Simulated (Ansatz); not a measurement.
# doublet CH4BFOSi+: levels of theory compared

We compute a comparison of 6 runs (UB3LYP/6-31G*, U-r2SCAN0/def2-SVP, U-revPBE/def2-SVP, U-wB97M-V/def2-SVP, UBLYP/def2-SVP, UHSE06/def2-SVP) of doublet CH4BFOSi+. 

Program for the calculation: Ansatz 0.2.0.

152 further runs of the same task are left out: 152 set aside as unsound or not needed.

## 1. Starting point

CH4BFOSi+: 9 atoms, total charge +1, spin state doublet. As SMILES of the parent species, `O=CB[SiH2]F`. Geometry: relaxed at PBE0-D4/def2-TZVP. This is one conformer, not always the lowest. That shape belongs to the parent species and isn't relaxed for this state.

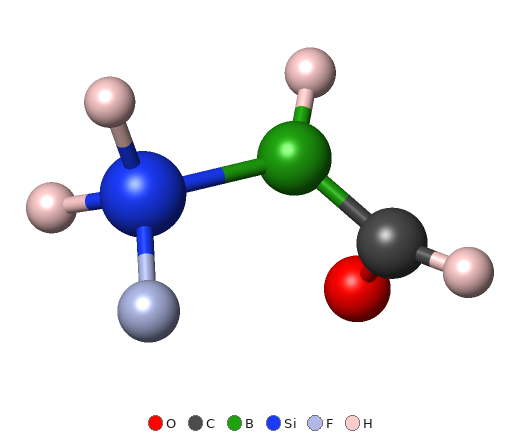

Viewed from a chosen angle; oxygen red, carbon dark grey, boron green, silicon blue, fluorine light blue, hydrogen pink.

## 2. The energy at UB3LYP/6-31G(d) (Cartesian functions) (run 1)

Contents of input.yaml:

```yaml
basis:
  gaussian:
    orbitals: "6-31G*"
crystal:
  periodic: [false, false, false]
  atoms:
    - symbol: O
      position_ang: [-0.789500, 0.780400, 1.703800]
    - symbol: C
      position_ang: [-0.128300, 1.442100, 0.910400]
    - symbol: B
      position_ang: [0.628100, 0.188700, 0.495800]
    - symbol: Si
      position_ang: [-0.077200, -1.007600, -0.945000]
    - symbol: F
      position_ang: [-1.360800, -0.349200, -1.659700]
    - symbol: H
      position_ang: [-0.262400, 2.525000, 0.778500]
    - symbol: H
      position_ang: [1.608700, -0.084900, 1.121700]
    - symbol: H
      position_ang: [0.964000, -1.202600, -1.991900]
    - symbol: H
      position_ang: [-0.494200, -2.338100, -0.430900]
output: {orbitals: {seedname: orbitals}}
hamiltonian:
  xc: {name: B3LYP}
total_charge: 1
accuracy: high
magnetization:
  spin_polarized: true
  initial_magnetization: 1
```

Run with:

```bash
ansatz run input.yaml --threads 1 --pin off --max-ram 3480MiB --events-out events.jsonl --progress --plain --runs-dir runs
```

What it wrote:

```text
Warning: RAYON_NUM_THREADS=1 ignored (pool sized by the plan → 1); use --threads N
Functional definition: B3LYP
  name "B3LYP"
  parameter a0 = 0.2
  parameter ax = 0.72
  parameter ac = 0.81
  exchange = (1 - a0 - ax)*slater_x + ax*b88_x + a0*exact_x
  correlation = (1 - ac)*vwn_rpa_c + ac*lyp_c
1942 factors; integrals over basis functions are off by at most 3.4e-9 eV
mean field evaluation 1: about -14398.3777 eV, gradient 5.6e1 eV
mean field evaluation 2: about -14328.7293 eV, gradient 1.4e2 eV
mean field evaluation 4: about -14407.9834 eV, gradient 2.1e1 eV
mean field evaluation 8: about -14409.6419 eV, gradient 8.6e-1 eV
mean field evaluation 16: about -14409.7976 eV, gradient 2.8e-2 eV
mean field evaluation 32: about -14409.7976 eV, gradient 3.1e-6 eV
mean field -14409.79760188 eV, -529.5502945575 hartree, gradient 4.1e-8 eV, S^2 0.766527; 5 other end points of the search recorded, 0 dependent functions left out
reference -14409.79764074 eV, -529.5502959856 hartree; 23, 22 occupied and 64, 65 virtual orbitals, 1942 factors
Total energy: -14409.79764074 eV, -529.5502959856 hartree
```

It took 24 s on 1 thread of Arm Neoverse V2, shared host; peak memory 0.42 GiB.

## 3. A single-point energy at U-r2SCAN0/def2-SVP (run 2)

Contents of in.yaml:

```yaml
crystal:
  periodic: [false, false, false]
  atoms:
    - {symbol: O, position_ang: [-0.789500, 0.780400, 1.703800]}
    - {symbol: C, position_ang: [-0.128300, 1.442100, 0.910400]}
    - {symbol: B, position_ang: [0.628100, 0.188700, 0.495800]}
    - {symbol: Si, position_ang: [-0.077200, -1.007600, -0.945000]}
    - {symbol: F, position_ang: [-1.360800, -0.349200, -1.659700]}
    - {symbol: H, position_ang: [-0.262400, 2.525000, 0.778500]}
    - {symbol: H, position_ang: [1.608700, -0.084900, 1.121700]}
    - {symbol: H, position_ang: [0.964000, -1.202600, -1.991900]}
    - {symbol: H, position_ang: [-0.494200, -2.338100, -0.430900]}
basis:
  gaussian:
    orbitals: def2-SVP
total_charge: 1
magnetization:
  spin_polarized: true
  initial_magnetization: 1
hamiltonian:
  xc: {name: r2SCAN0}
accuracy: high
output: {orbitals: {seedname: orbitals}}
```

Run with:

```bash
ansatz run in.yaml --threads 1 --pin off --max-ram 3480MiB --events-out events.jsonl --progress --plain --runs-dir runs
```

What it wrote:

```text
Warning: RAYON_NUM_THREADS=1 ignored (pool sized by the plan → 1); use --threads N
Functional definition: r2SCAN0
  name "r2SCAN0"
  parameter a = 0.25
  parameter k0 = 0.174
  parameter k1 = 0.065
  parameter a1 = 4.9479
  exchange = (1 - a)*r2scan_x(k0 = k0, k1 = k1, a1 = a1) + a*exact_x
  correlation = r2scan_c
2117 factors; integrals over basis functions are off by at most 3.7e-9 eV
mean field evaluation 1: about -14383.6862 eV, gradient 5.2e1 eV
mean field evaluation 2: about -14335.1528 eV, gradient 1.1e2 eV
mean field evaluation 4: about -14395.6411 eV, gradient 1.3e1 eV
mean field evaluation 8: about -14396.7917 eV, gradient 1.1e0 eV
mean field evaluation 16: about -14396.8187 eV, gradient 1.1e-1 eV
mean field evaluation 32: about -14396.8198 eV, gradient 1.1e-4 eV
mean field -14396.81977402 eV, -529.0733681804 hartree, gradient 8.1e-8 eV, S^2 0.788588; 2 other end points of the search recorded, 0 dependent functions left out
reference -14396.81977562 eV, -529.0733682392 hartree; 23, 22 occupied and 71, 72 virtual orbitals, 2117 factors
Total energy: -14396.81977562 eV, -529.0733682392 hartree
```

Wall time 64 s (1 thread of Arm Neoverse V2, shared host); peak memory 0.62 GiB.

Runs 3 to 4 aren't shown in full; the table further down has their settings and results.

## 4. A single-point energy at UBLYP/def2-SVP (run 5)

Contents of in.yaml:

```yaml
basis:
  gaussian:
    orbitals: def2-SVP
crystal:
  periodic: [false, false, false]
  atoms:
    - symbol: O
      position_ang: [-0.789500, 0.780400, 1.703800]
    - symbol: C
      position_ang: [-0.128300, 1.442100, 0.910400]
    - symbol: B
      position_ang: [0.628100, 0.188700, 0.495800]
    - symbol: Si
      position_ang: [-0.077200, -1.007600, -0.945000]
    - symbol: F
      position_ang: [-1.360800, -0.349200, -1.659700]
    - symbol: H
      position_ang: [-0.262400, 2.525000, 0.778500]
    - symbol: H
      position_ang: [1.608700, -0.084900, 1.121700]
    - symbol: H
      position_ang: [0.964000, -1.202600, -1.991900]
    - symbol: H
      position_ang: [-0.494200, -2.338100, -0.430900]
accuracy: high
total_charge: 1
hamiltonian:
  xc: {name: BLYP}
magnetization:
  spin_polarized: true
  initial_magnetization: 1
output:
  orbitals: {seedname: orbitals}
```

Run with:

```bash
ansatz run in.yaml --threads 1 --pin off --max-ram 3480MiB --events-out events.jsonl --progress --plain --runs-dir runs
```

What it wrote:

```text
Warning: RAYON_NUM_THREADS=1 ignored (pool sized by the plan → 1); use --threads N
Functional definition: BLYP
  name "BLYP"
  parameter beta = 0.0042
  parameter a = 0.04918
  parameter b = 0.132
  parameter c = 0.2533
  parameter d = 0.349
  exchange = b88_x(beta = beta)
  correlation = lyp_c(a = a, b = b, c = c, d = d)
2117 factors; integrals over basis functions are off by at most 3.7e-9 eV
mean field evaluation 1: about -14382.5388 eV, gradient 6.4e1 eV
mean field evaluation 2: about -14101.5544 eV, gradient 2.0e2 eV
mean field evaluation 4: about -14376.9202 eV, gradient 7.1e1 eV
mean field evaluation 8: about -14400.9488 eV, gradient 1.8e0 eV
mean field evaluation 16: about -14400.9798 eV, gradient 2.9e-3 eV
mean field evaluation 32: about -14399.9247 eV, gradient 8.6e0 eV
mean field -14400.97977657 eV, -529.2262454544 hartree, gradient 5.4e-8 eV, S^2 0.755834; 4 other end points of the search recorded, 0 dependent functions left out
reference -14400.97983256 eV, -529.2262475120 hartree; 23, 22 occupied and 71, 72 virtual orbitals, 2117 factors
Total energy: -14400.97983256 eV, -529.2262475120 hartree
```

Run time: 16 s. Hardware: 1 thread of Arm Neoverse V2, shared host; peak memory 0.31 GiB.

## 5. The energy at UHSE06/def2-SVP (run 6)

Contents of run.yaml:

```yaml
crystal:
  periodic: [false, false, false]
  atoms:
    - symbol: O
      position_ang: [-0.789500, 0.780400, 1.703800]
    - symbol: C
      position_ang: [-0.128300, 1.442100, 0.910400]
    - symbol: B
      position_ang: [0.628100, 0.188700, 0.495800]
    - symbol: Si
      position_ang: [-0.077200, -1.007600, -0.945000]
    - symbol: F
      position_ang: [-1.360800, -0.349200, -1.659700]
    - symbol: H
      position_ang: [-0.262400, 2.525000, 0.778500]
    - symbol: H
      position_ang: [1.608700, -0.084900, 1.121700]
    - symbol: H
      position_ang: [0.964000, -1.202600, -1.991900]
    - symbol: H
      position_ang: [-0.494200, -2.338100, -0.430900]
basis:
  gaussian:
    orbitals: def2-SVP
total_charge: 1
magnetization:
  spin_polarized: true
  initial_magnetization: 1
hamiltonian:
  xc: {name: HSE06}
accuracy: high
output:
  orbitals: {seedname: orbitals}
```

Run with:

```bash
ansatz run run.yaml --threads 1 --pin off --max-ram 3480MiB --events-out events.jsonl --progress --plain --runs-dir runs
```

What it wrote:

```text
Warning: RAYON_NUM_THREADS=1 ignored (pool sized by the plan → 1); use --threads N
Functional definition: HSE06
  name "HSE06"
[... 1 set-up line as earlier in the session ...]
  parameter omega = 0.11/bohr
  exchange = pbe_x - a*pbe_x_sr(omega) + a*exact_x_sr(omega)
  correlation = pbe_c
2117 factors; integrals over basis functions are off by at most 3.7e-9 eV
98 factors; integrals over basis functions are off by at most 1.4e-9 eV
mean field evaluation 1: about -14376.8402 eV, gradient 5.5e1 eV
mean field evaluation 2: about -14301.8835 eV, gradient 1.3e2 eV
mean field evaluation 4: about -14387.6454 eV, gradient 2.8e1 eV
mean field evaluation 8: about -14390.8426 eV, gradient 1.0e0 eV
mean field evaluation 16: about -14391.0811 eV, gradient 6.2e-2 eV
mean field evaluation 32: about -14391.0812 eV, gradient 2.1e-5 eV
mean field -14391.08116489 eV, -528.8624781846 hartree, gradient 5.3e-8 eV, S^2 0.772386; 3 other end points of the search recorded, 0 dependent functions left out
reference -14391.08116844 eV, -528.8624783151 hartree; 23, 22 occupied and 71, 72 virtual orbitals, 2117 factors
Total energy: -14391.08116844 eV, -528.8624783151 hartree
```

Run time: 27 s. Hardware: 1 thread of Arm Neoverse V2, shared host; peak memory 0.48 GiB.

## 6. The series

| run | level | Cartesian functions | energy (Eh) | HOMO energy (eV) | LUMO energy (eV) | ⟨S²⟩ | wall time |
| --- | --- | --- | --- | --- | --- | --- | --- |
| 1 | UB3LYP/6-31G* (Cartesian functions) | yes | -529.550296 | -14.25 | -12.55 | 0.767 | 24 s |
| 2 | U-r2SCAN0/def2-SVP | no | -529.073368 | -14.67 | -12.35 | 0.789 | 64 s |
| 3 | U-revPBE/def2-SVP | no | -529.145205 | -13.25 | -12.99 | 0.756 | 16 s |
| 4 | U-wB97M-V/def2-SVP | no | -529.150108 | -16.57 | -10.58 | 0.769 | 4.5 min |
| 5 | UBLYP/def2-SVP | no | -529.226248 | -13.15 | -12.92 | 0.756 | 16 s |
| 6 | UHSE06/def2-SVP | no | -528.862478 | -14.13 | -12.82 | 0.772 | 27 s |

## 7. Results

| quantity | value |
| --- | --- |
| run 6: total energy | -528.86248 Eh |
| run 6: HOMO energy (highest over α and β) | -14.13 eV |
| run 6: LUMO energy (lowest over α and β) | -12.82 eV |
| run 6: ⟨S²⟩ | 0.772 |

**Reading.** Totals of different functionals can't be ranked against each other. All runs together took 7 min, the longest 4.5 min.
